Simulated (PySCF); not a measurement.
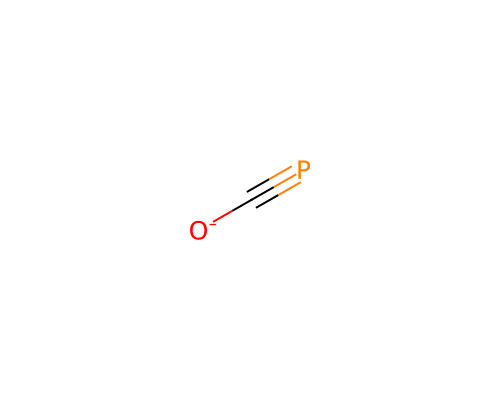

A structural formula. State: charge −1, singlet.

Question: Give its SMILES.

Answer: [O-]C#P

Question: What is the molecular formula?

Answer: COP, charge -1.

Question: An optimisation with GFN2-xTB gave a structure of which point group?

Answer: C∞v.

The parts below concern this one geometry. Atoms keep their numbers from picture to picture. The computed structure is the end point of a GFN2-xTB optimisation. No frequency run is at hand to confirm it as a minimum.

**Quadrupole coupling**

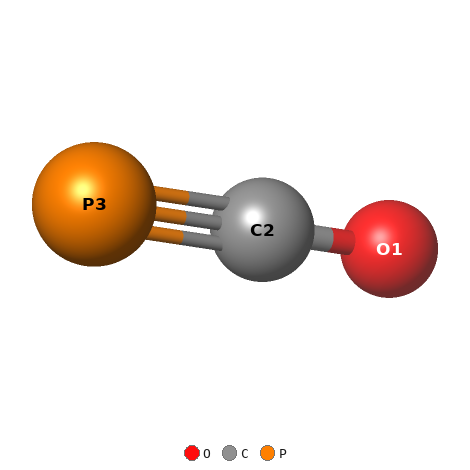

No frequency run is at hand to confirm it as a minimum. Electric field gradients from the ground-state density, PBE0/pcSseg-1 (PySCF 2.14.0), non-relativistic apart from any core potentials.

Give the largest field-gradient component, the quadrupole coupling constant and the asymmetry for 17O at O1 (Q = −25.6 mb).

```csv
atom,V_zz (a.u.),e²qQ/h (MHz),η
O1,0.654,−3.93,0.00
```

**NMR shielding**

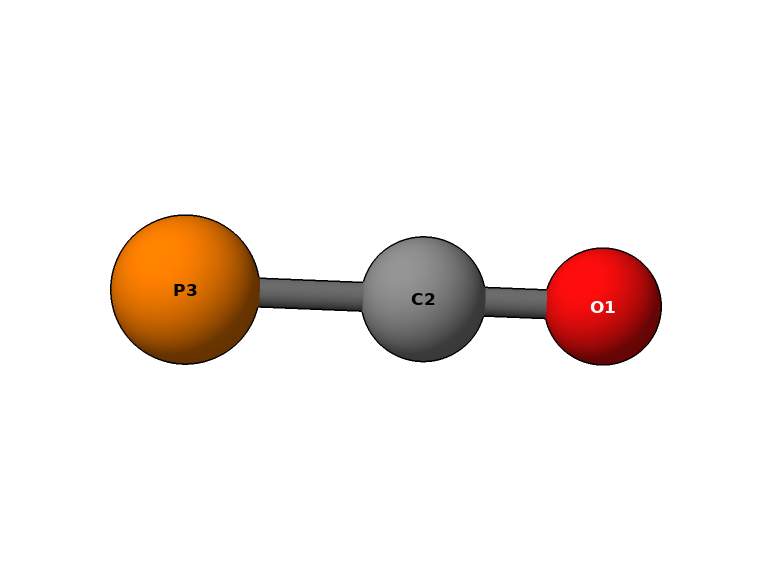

No frequency run is at hand to confirm it as a minimum. Level of theory: GIAO PBE0/pcSseg-1 NMR shielding, non-relativistic, gas phase (PySCF 2.14.0). Principal shieldings σ11 ≤ σ22 ≤ σ33, span Ω = σ33 − σ11, skew κ = 3(σiso − σ22)/Ω.

Give the shielding tensors of the P atoms.

```
atom    σ11    σ22    σ33   σiso      Ω     κ
  P3  650.7  650.7  975.1  758.9  324.4  1.00
```

Shieldings and span in ppm.

**Charges**

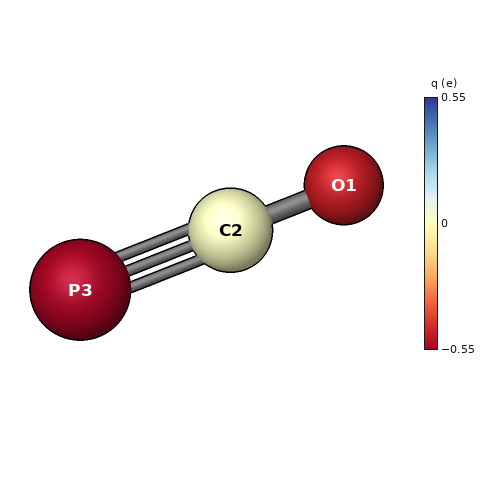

Atoms are coloured by their IAO charges. No frequency run is at hand to confirm it as a minimum. Properties computed with PBE0/pcSseg-1, gas phase (PySCF 2.14.0).

List the IAO charges.

```
atom  value (e)
  O1      −0.48
  C2       0.01
  P3      −0.53
```

The geometry is semi-empirical. Around P such bond lengths and angles can be off by a tenth of an ångström or more and by several degrees, and values that hang on the shape move with them.
